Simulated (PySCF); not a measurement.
# From one method to the next for SiO

Starting from one script, swap the method and compare what comes out for SiO.

Method: each script names its method and basis; program: PySCF 2.14.0.

3 further runs of the same task are left out: 3 that didn't finish.

## 1. Where the work starts

SiO: 2 atoms, charge 0, spin multiplicity 1.

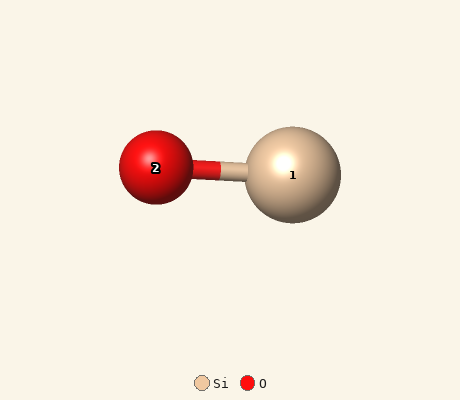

The starting geometry (silicon light orange, oxygen red); atoms are numbered from 1 in the order of the file.

## 2. Base script

The input, input.py:

```python
from pyscf import gto, scf, cc

mol = gto.M(
    atom='Si 0 0 0; O 0 0 1.467',
    basis='6-31g*',
    charge=0,
    spin=0,
    verbose=3,
)
mf = scf.RHF(mol)
mf.kernel()
mycc = cc.CCSD(mf, frozen=6)
mycc.kernel()
e = mycc.ipccsd(nroots=6)[0]
print('roots (eV) =', (e*27.211386).round(3))
mf.dip_moment()
print('orbital energies (hartree):', mf.mo_energy[..., max(0, mol.nelec[1]-3):mol.nelec[0]+3].round(4))
```

Command:

```console
$ OMP_NUM_THREADS=1 python input.py
```

## 3. Revtpss (RKS)

Variant 1 changes functional: none (Hartree–Fock) → revtpss; SCF type: RHF → RKS; step after the SCF: eomip → analyze.

The input, input.py:

```python
from pyscf import gto, dft

mol = gto.M(
    atom='Si 0 0 0; O 0 0 1.467',
    basis='6-31g*',
    charge=0,
    spin=0,
    verbose=3,
)
mf = dft.RKS(mol, xc='revtpss')
mf.kernel()
mf.analyze()
print('orbital energies (hartree):', mf.mo_energy[..., max(0, mol.nelec[1]-3):mol.nelec[0]+3].round(4))
```

## 4. Number of roots 15

Variant 2 changes number of roots: 6 → 15.

input.py: that of step 2 with these lines changed.

```diff
@@ -13,3 +13,3 @@
 mycc.kernel()
-e = mycc.ipccsd(nroots=6)[0]
+e = mycc.ipccsd(nroots=15)[0]
 print('roots (eV) =', (e*27.211386).round(3))
```

## 5. Number of roots 10

Variant 3 changes number of roots: 6 → 10.

input.py: that of step 2 with these lines changed.

```diff
@@ -13,3 +13,3 @@
 mycc.kernel()
-e = mycc.ipccsd(nroots=6)[0]
+e = mycc.ipccsd(nroots=10)[0]
 print('roots (eV) =', (e*27.211386).round(3))
```

## 6. Geometry optimisation

Variant 4 changes step after the SCF: eomip → optimize.

The input, input.py:

```python
from pyscf import gto, scf
from pyscf.geomopt.geometric_solver import optimize

mol = gto.M(
    atom='Si 0 0 0; O 0 0 1.467',
    basis='6-31g*',
    charge=0,
    spin=0,
    verbose=3,
)
mf = scf.RHF(mol)
mf.kernel()
mol_eq = optimize(mf, maxsteps=30)
print('optimised geometry (angstrom)')
print(mol_eq.tostring('raw'))
print('orbital energies (hartree):', mf.mo_energy[..., max(0, mol.nelec[1]-3):mol.nelec[0]+3].round(4))
```

## 7. CCSD

Variant 5 changes step after the SCF: eomip → ccsd.

input.py: that of step 2 with these lines changed.

```diff
@@ -13,4 +13,2 @@
 mycc.kernel()
-e = mycc.ipccsd(nroots=6)[0]
-print('roots (eV) =', (e*27.211386).round(3))
 mf.dip_moment()
```

## 8. MP2

Variant 6 changes step after the SCF: eomip → mp2; frozen orbitals: 6 → none.

The input, input.py:

```python
from pyscf import gto, scf, mp

mol = gto.M(
    atom='Si 0 0 0; O 0 0 1.467',
    basis='6-31g*',
    charge=0,
    spin=0,
    verbose=3,
)
mf = scf.RHF(mol)
mf.kernel()
mp.MP2(mf).kernel()
mf.dip_moment()
print('orbital energies (hartree):', mf.mo_energy[..., max(0, mol.nelec[1]-3):mol.nelec[0]+3].round(4))
```

**Question.** What will these runs give? Wanted: for each run, E(SCF); from base; gap; SCF dipole; after the SCF.

As calculated:

| run | E(SCF) (hartree) | from base (eV) | gap (eV) | SCF dipole (D) | after the SCF |
| --- | --- | --- | --- | --- | --- |
| base | -363.776588 | 0 | 13.35 | 3.16 | CCSD correlation -7.211 eV, core frozen, first root 11.19 eV |
| revtpss (RKS) | -364.576450 | not comparable | 5.15 | 2.19 | n/a |
| number of roots 15 | -363.776588 | 0.0000 | 13.35 | 3.16 | CCSD correlation -7.211 eV, core frozen, first root 11.19 eV |
| number of roots 10 | -363.776588 | 0.0000 | 13.35 | 3.16 | CCSD correlation -7.211 eV, core frozen, first root 11.19 eV |
| geometry optimisation | -363.776588 | 0.0000 | 13.35 | n/a | bond 1.488 Å, -0.017 eV |
| CCSD | -363.776588 | 0.0000 | 13.35 | 3.16 | CCSD correlation -7.211 eV, core frozen |
| MP2 | -363.776588 | 0.0000 | 13.35 | 3.16 | MP2 correlation -7.283 eV |

SCF columns refer to the geometry typed in the script.

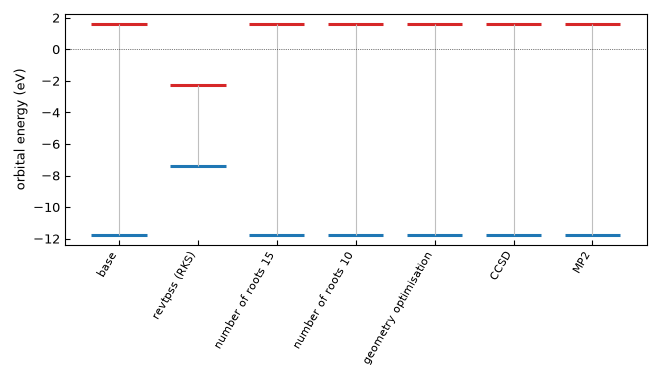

Highest filled (blue) and lowest empty (red) level of each run.

A lower total energy from another functional means nothing by itself.
